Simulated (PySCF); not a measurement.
```csv
atom,x (Å),y (Å),z (Å)
C,2.0771,-0.1180,0.0525
S,1.0511,0.7757,-0.9563
C,-0.5163,0.8164,0.0313
F,-0.2639,1.0501,1.3414
C,-1.3097,-0.4888,-0.1062
F,-0.6743,-1.5509,0.3861
F,-1.5715,-0.7401,-1.3929
F,-2.4869,-0.4083,0.5234
H,1.7042,-0.9486,0.6158
H,3.1221,-0.0211,-0.1558
H,-1.1264,1.6362,-0.3653
```

Geometry: GFN2-xTB.

Level of theory: UKS B3LYP, pcH-1 on C F H S, non-relativistic, mean-field spin-orbit, GIAO in PySCF 2.14.0, density-fitted response routines.

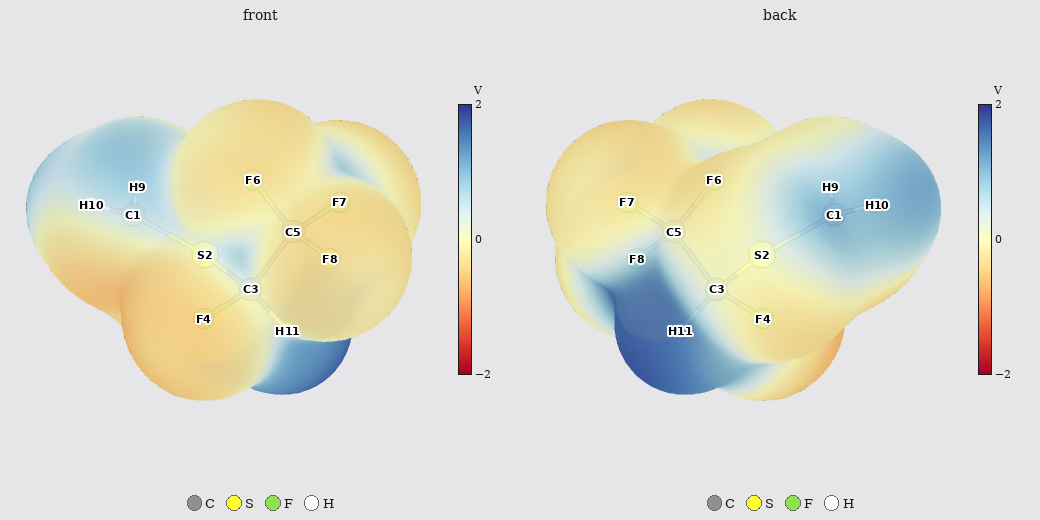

C3H3F4S (SMILES [CH2]S[C@H](F)C(F)(F)F) (doublet). The electrostatic potential painted on the density surface at 0.002 e/bohr³, seen from the front and from behind; red is negative and blue positive.

Describe the electrostatic potential map.

The most negative region (about −0.7 V) lies over C1 and F4, the most positive (about +1.7 V) over C5 and H11.
